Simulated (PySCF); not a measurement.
**C$_{4}$H$_{12}$N$_{2}$Si (SMILES CC/C(C)=N\N[SiH3]): density, localisation and related maps**

Input

```
{"job": {"kind": "nmr", "xc": "PBE0", "basis": "pcSseg-1"}, "charge": 0, "multiplicity": 1}
C     -1.652707     1.346574     0.736678
C     -1.249596     0.720345    -0.601164
C     -0.538629    -0.600333    -0.396485
C     -1.375831    -1.836492    -0.509866
N      0.689058    -0.760933    -0.118831
N      1.550512     0.265909     0.028031
Si     3.216721    -0.053312     0.367168
H     -0.782617     1.491705     1.374199
H     -2.131668     2.310953     0.577443
H     -2.349981     0.696950     1.260922
H     -0.604167     1.414654    -1.149589
H     -2.142430     0.552022    -1.205679
H     -2.204147    -1.796014     0.196864
H     -0.769423    -2.712539    -0.302173
H     -1.792636    -1.918641    -1.513651
H      1.189635     1.203043    -0.125685
H      3.321440    -0.784896     1.629423
H      3.785712     1.292807     0.461317
H      3.830952    -0.822552    -0.716384
```

Run with:

```sh
OMP_NUM_THREADS=1 python probes_run.py task.json out
```

Geometry: GFN2-xTB.

These are results of PBE0/pcSseg-1, SCF density, gas phase, non-relativistic in PySCF 2.14.0, not measurements.

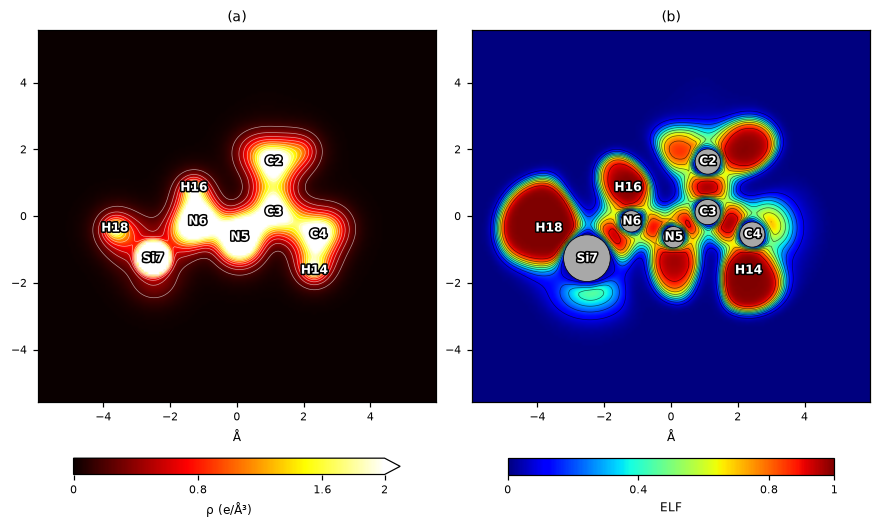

Figure 1. (a) electron density; (b) ELF on the plane of atoms C3, N5 and N6. Grey discs cover the atomic cores in the ELF map.

What do the fields say about this system?

Answer. Atoms in the plane: C, N, Si and H. C–N (1.27 Å): ρ is about 2.8 e/Å³ halfway; the ELF peaks at about 0.90 between the atoms; a short, multiple covalent bond. N–N (1.35 Å): the density is about 2.4 e/Å³ at the midpoint; the ELF peaks at about 0.90 between the atoms (a covalent bond). C–C (1.50 Å): the density is about 1.7 e/Å³ at the midpoint; the ELF peaks at about 0.95 between the atoms, as expected for a covalent bond. Si–N (1.73 Å): the density is about 1.1 e/Å³ at the midpoint; the ELF peaks at about 0.95 between the atoms: a shared but strongly polarised pair. N–H (1.02 Å): the density is about 2.8 e/Å³ at the midpoint; the ELF climbs to about 1 towards the hydrogen, as it does in any bond to H; a covalent bond by its length. The ELF also peaks beside N5, away from the bonds: lone-pair regions.

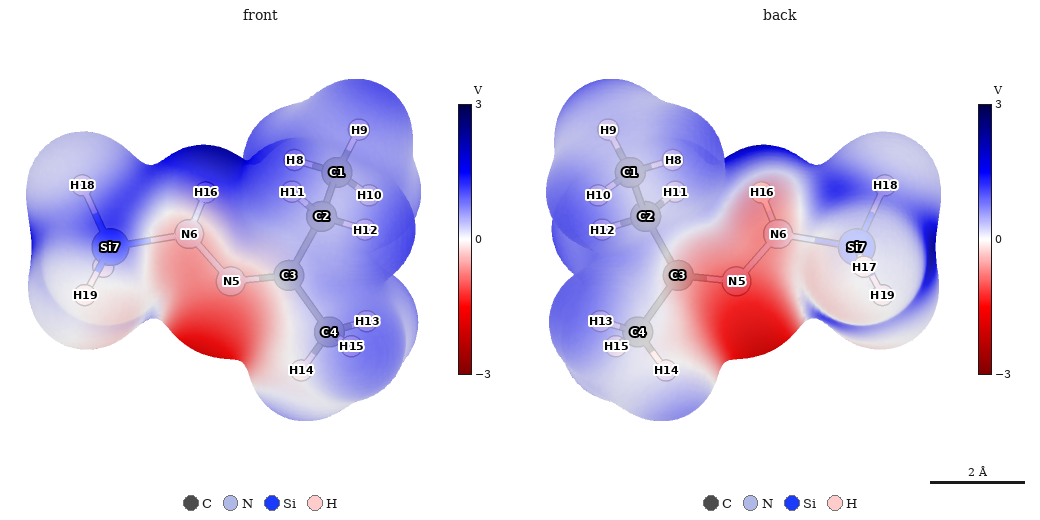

Figure 2. The electrostatic potential painted on the density surface at 0.004 e/bohr³, seen from the front and from behind; red is negative and blue positive.

Which sites attract a positive test charge, and which a negative one?

Answer. A positive charge is drawn to the negative regions and a negative charge to the positive ones. The most negative region (about −1.9 V, or −44 kcal/mol for a unit charge) lies over N5, the most positive (about +2.2 V, or +51 kcal/mol for a unit charge) over Si7 and H16. N5 is the likeliest acceptor of a hydrogen bond.
